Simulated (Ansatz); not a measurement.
# CH4BN: interaction energy of a dimer with the counterpoise correction, by script

How strongly do two molecules of CH4BN bind, and how much of that is basis error? A script is to give the interaction energy of a dimer with the counterpoise correction; the system is CH4BN. SMILES: BC=N.

Computed with Ansatz 0.2.0, driven from Python. Level of theory: PBE/cc-pVDZ.

## 1. The structure

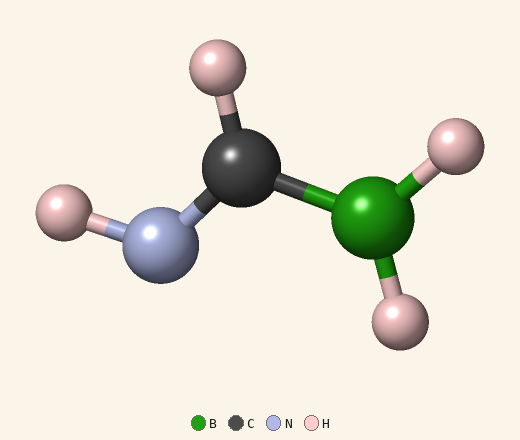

The starting structure, viewed from a chosen angle; boron green, carbon dark grey, nitrogen light blue, hydrogen pink.

No structure file is read: the coordinates are typed or built in the script.

## 2. The code

Input file ch4bn_dimer.py:

```python
'''Binding of a CH4BN dimer at a trial geometry.'''

import ansatz as az

FIRST = [
    ('B', (-0.8688, 0.3144, -0.595)),
    ('C', (0.3126, 0.1041, 0.3156)),
    ('N', (0.8401, -1.0459, 0.3287)),
    ('H', (-1.27, -0.4987, -1.2885)),
    ('H', (-1.4263, 1.4168, -0.6468)),
    ('H', (0.6981, 0.9298, 0.933)),
    ('H', (1.714, -1.2205, 0.9527)),
]
SECOND = [
    ('B', (-1.5866, 0.1897, -3.9417)),
    ('C', (-2.8081, 1.0709, -3.919)),
    ('N', (-2.6241, 2.3185, -3.8158)),
    ('H', (-0.5229, 0.6029, -3.9108)),
    ('H', (-1.7058, -1.0372, -4.0378)),
    ('H', (-3.8154, 0.6345, -3.9997)),
    ('H', (-3.4851, 2.9834, -3.8278)),
]

def energy(atoms, ghosts=()):
    molecule = az.Crystal.molecule()
    for symbol, xyz in atoms:
        molecule = molecule.atom(symbol, xyz)
    calc = (
        molecule.calculation()
        .basis(gaussian='cc-pVDZ')
        .functional('PBE')
    )
    deck = calc.input()
    if ghosts:
        deck = deck.set(az.key.basis.gaussian.ghost_atoms, [{'symbol': s, 'position_ang': list(xyz)} for s, xyz in ghosts])
    return az.Session.from_dict(deck).plan().execute().report['free_energy_ev']


def main() -> None:
    # monomers in their own basis and in the basis of the dimer
    both = energy(FIRST + SECOND)
    alone = energy(FIRST) + energy(SECOND)
    ghosted = energy(FIRST, SECOND) + energy(SECOND, FIRST)
    print(f'dimer {both:.6f} eV')
    print(f'interaction, uncorrected   {(both - alone):8.3f} eV')
    print(f'interaction, counterpoise  {(both - ghosted):8.3f} eV')
    print(f'basis-set superposition    {(alone - ghosted):8.3f} eV')


if __name__ == '__main__':
    main()
```

## 3. The input behind the calls

The package turns the script's settings into the engine's input (first run):

```yaml
crystal:
  periodic: [false, false, false]
  atoms:
    - { symbol: B, position_ang: [-0.8688, 0.3144, -0.595] }
    - { symbol: C, position_ang: [0.3126, 0.1041, 0.3156] }
    - { symbol: "N", position_ang: [0.8401, -1.0459, 0.3287] }
    - { symbol: H, position_ang: [-1.27, -0.4987, -1.2885] }
    - { symbol: H, position_ang: [-1.4263, 1.4168, -0.6468] }
    - { symbol: H, position_ang: [0.6981, 0.9298, 0.933] }
    - { symbol: H, position_ang: [1.714, -1.2205, 0.9527] }
    - { symbol: B, position_ang: [-1.5866, 0.1897, -3.9417] }
    - { symbol: C, position_ang: [-2.8081, 1.0709, -3.919] }
    - { symbol: "N", position_ang: [-2.6241, 2.3185, -3.8158] }
    - { symbol: H, position_ang: [-0.5229, 0.6029, -3.9108] }
    - { symbol: H, position_ang: [-1.7058, -1.0372, -4.0378] }
    - { symbol: H, position_ang: [-3.8154, 0.6345, -3.9997] }
    - { symbol: H, position_ang: [-3.4851, 2.9834, -3.8278] }
basis:
  gaussian:
    orbitals: cc-pVDZ
hamiltonian:
  xc: pbe
```

## 4. Launch

Command:

```
python ch4bn_dimer.py
```

**Question.** How large is the interaction at this pose, and how much of it is basis-set superposition?

**Answer**, as computed:

| quantity | value |
| --- | --- |
| interaction energy, uncorrected | -0.057 eV |
| interaction energy, counterpoise | -0.039 eV |
| runs compared | 5 |

**Reading.** The counterpoise correction takes away 32 % of the apparent binding. Uncorrected it is -0.057 eV, with the counterpoise correction -0.039 eV; the difference, 0.02 eV, is the superposition error. Caveats:
- The dimer is a generated trial pose of unrelaxed monomers, not a minimum, so the figure is no binding energy, and the basis set is small.
- This level lacks the dispersion part of the attraction (electrostatics and induction are there), which can decide the sign where the interaction is weak.
